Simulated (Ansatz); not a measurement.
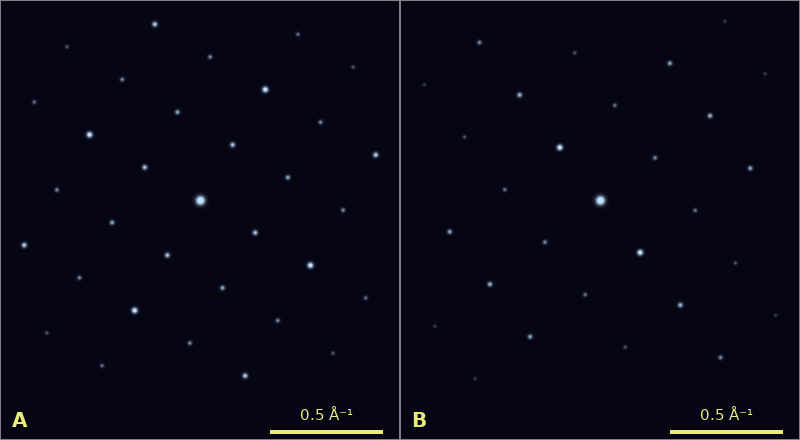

Kinematic electron diffraction patterns (120 kV, B = 0.5 Å², same scale, each along a low-index zone) of two structures of composition Cs2Ta, each relaxed at zero pressure with Ansatz 0.2.0, DFT PBE, scalar-relativistic, plane waves, PAW.

The structures (standard cells):
1. P6/mmm (No. 191), a = 6.722 Å, c = 3.207 Å (hexagonal axes), 3 atoms; generated start, possibly hypothetical
2. Fd-3m (No. 227), a = 9.797 Å, 24 atoms; generated start, possibly hypothetical

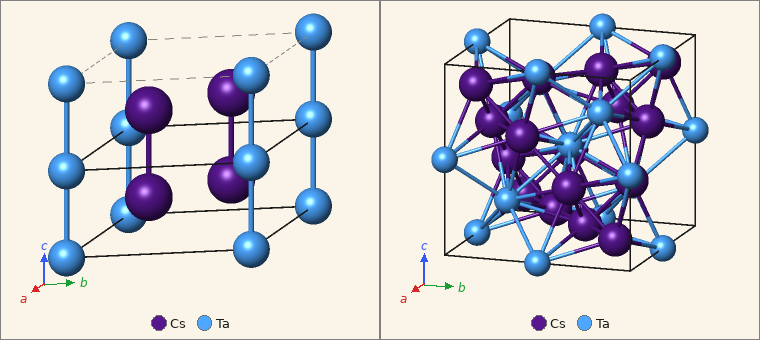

Drawings of the structures 1 to 2, from left to right (each may span several cells).

> Which pattern belongs to which structure, and along which zone?

A is structure 2 along [001] or an equivalent direction: square net of 2 -2 0 at d = 3.46 Å and 2 2 0 at d = 3.46 Å, 90.0° apart (some points of this net are extinct or too weak to see). B is structure 1 along [210] or an equivalent direction: rectangular net of 1 -2 0 at d = 3.36 Å and 0 0 1 at d = 3.21 Å, 90.0° apart.

> Which structure lies lowest at this level of theory, and by how much?

Structure 1 (P6/mmm, 41.84 Å³ an atom) is the lowest of these; structure 2 (Fd-3m, 39.19 Å³ an atom) lies about 460 meV an atom higher. These are static energies at 0 K; other structures, not shown, may lie lower still.
